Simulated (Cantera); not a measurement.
Input: 1 mol SiH4, 0.018 mol C2H4, 680 mol H2, 0.055 mol HCl, at 1330 Pa.

Cantera equilibrium calculation (NASA polynomials, part measured and part estimated; ideal gas, pure solids and liquids). Candidate condensed phases: C, C6H6, C7H8, C8H18, Si, SiC; 109 gas species. Mutual solubility and eutectic melting of coexisting phases are not modelled. Gases not in the tables: Si2H6 and higher silanes. The numbers say what is thermodynamically allowed, not how fast it happens.

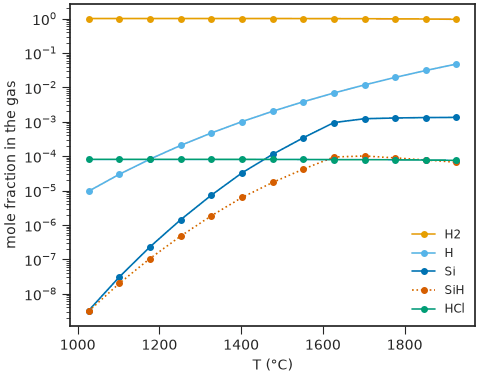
Fig. 1. Equilibrium gas composition (values under 1e-9 drawn at 1e-9)

Problem. Read off the mole fractions at 1102 °C.

Solution. H2 about 1.00, HCl about 8.1e-5, H about 3.0e-5, Si about 3.1e-8, SiH about 2.0e-8.
